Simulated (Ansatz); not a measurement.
# Tunnelling across a broken Cu chain: predicting one gap

Set-up. Ansatz 0.2.0, plane waves with PAW datasets at the program's default cutoffs, Fermi-Dirac smearing of 0.05 eV, chains in boxes 7.5 Å wide or more, moments seeded when the perfect chain is relaxed. PBE, no spin-orbit coupling; one bond is opened by s Å beyond its relaxed length, the other atoms of a straight cell of 12 kept, without spin, and the conductance taken at 300 K.

```tsv
run	G (G₀)	largest error term (%)	s	ln G
+1.8 Å	0.2831	3	1.8	−1.262
+2.5 Å	0.08126	1	2.5	−2.51
+3.3 Å	0.01617	1	3.3	−4.125
```

One run is withheld: run = +4.2 Å, with s = 4.2. Fit a straight line ln G = a + b × s to the 3 rows shown and predict it.

**Fit.** The means are 2.533 for s and −2.632 for ln G. The sum of products of deviations is −2.153 and the sum of squares in s is 1.127, so b = −2.153 / 1.127 = −1.911 and a = −2.632 − (−1.911) × 2.533 = 2.209. The residuals' standard deviation, with 1 degree of freedom, is σ = 0.072.

**Prediction.** ln G = 2.209 + (−1.911) × 4.2 = −5.817, that is 0.00298 G₀. The run gave 0.00241 G₀ (ln G = −6.03), so the prediction less the run is +0.21. The standard error of a prediction there, σ√(1 + 1/3 + (4.2 − 2.533)²/1.127), is 0.14, and the miss is 1.5 times that, for a point outside the fitted range. With so few rows σ is itself uncertain.

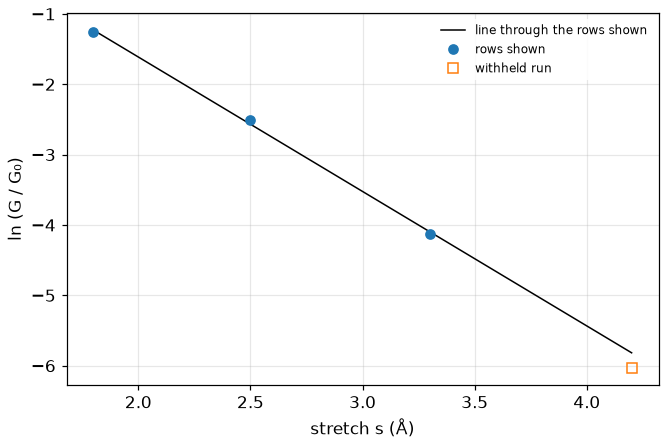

The fitted line, the rows shown and the withheld run.

Caveats: Between neighbouring runs the slope of ln G lies between −2.12 and −1.78 per Å, so one exponential is an approximation; it is flattest at the narrowest gap, nearest to contact. Error terms (up to 3 %, withheld run included) bound how much a small miss can mean. Broken ends may want a moment where none was allowed. No image potential, spin-orbit coupling or relaxation; a bent or dimerised chain may be lower in energy. Series of this kind are told only where this holds: one magnetic state in all runs, error terms under 60 %, and the runs' own leads conduct as the perfect chain does. 36 of 42 did.

[Logs are printed without paths, hosts, clocks, repeated set-up lines and the standing remarks that a program may print on its own settings, such as how far it seeks lower states.]
